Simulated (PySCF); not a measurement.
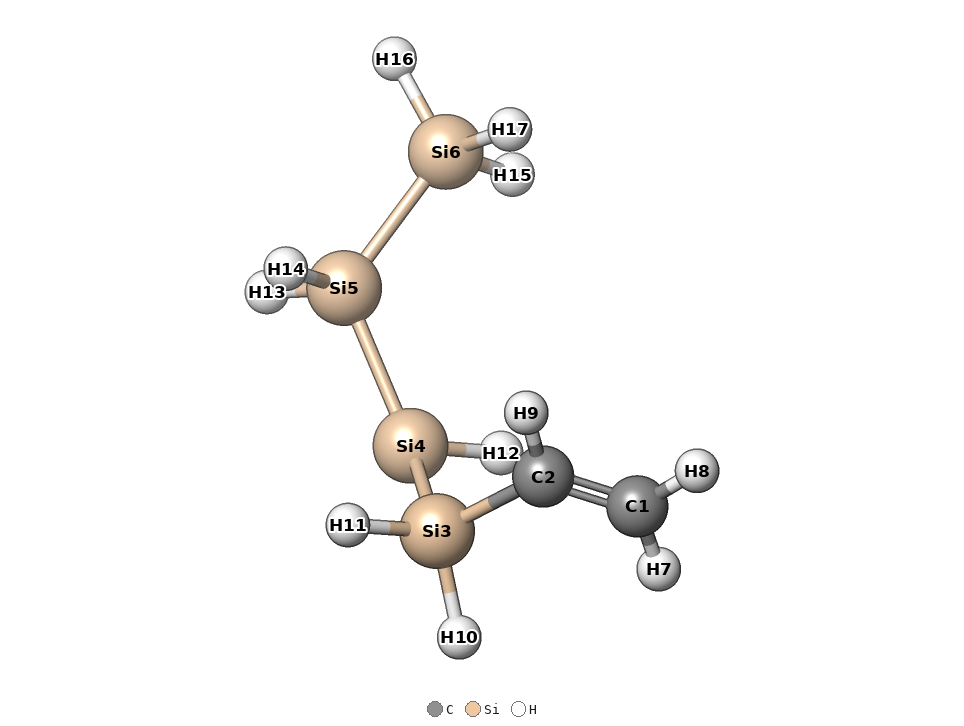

Charge 0, doublet. The geometry was computed by an optimisation with GFN2-xTB. No frequency run is at hand to confirm it as a minimum. Level of theory: UKS B3LYP, pcH-1 on C H Si, non-relativistic (PySCF 2.14.0).

Give the isotropic hyperfine couplings (Fermi-contact term alone) of C1, C2, Si3, Si4, Si5, Si6, H7, H8, H9, H10, H11, H12, H13, H14, H15, H16, H17.

```json
{"atom": "C1", "isotope": "13C", "a_iso (MHz)": "3.0"}
{"atom": "C2", "isotope": "13C", "a_iso (MHz)": "33.6"}
{"atom": "Si3", "isotope": "29Si", "a_iso (MHz)": "−6.8"}
{"atom": "Si4", "isotope": "29Si", "a_iso (MHz)": "−273.8"}
{"atom": "Si5", "isotope": "29Si", "a_iso (MHz)": "5.0"}
{"atom": "Si6", "isotope": "29Si", "a_iso (MHz)": "−37.6"}
{"atom": "H7", "isotope": "1H", "a_iso (MHz)": "−1.5"}
{"atom": "H8", "isotope": "1H", "a_iso (MHz)": "1.4"}
{"atom": "H9", "isotope": "1H", "a_iso (MHz)": "0.4"}
{"atom": "H10", "isotope": "1H", "a_iso (MHz)": "1.2"}
{"atom": "H11", "isotope": "1H", "a_iso (MHz)": "−3.4"}
{"atom": "H12", "isotope": "1H", "a_iso (MHz)": "−16.5"}
{"atom": "H13", "isotope": "1H", "a_iso (MHz)": "37.4"}
{"atom": "H14", "isotope": "1H", "a_iso (MHz)": "4.8"}
{"atom": "H15", "isotope": "1H", "a_iso (MHz)": "−1.6"}
{"atom": "H16", "isotope": "1H", "a_iso (MHz)": "12.7"}
{"atom": "H17", "isotope": "1H", "a_iso (MHz)": "−1.0"}
```

The geometry is semi-empirical. Around Si such bond lengths and angles can be off by a tenth of an ångström or more and by several degrees, and values that hang on the shape move with them.
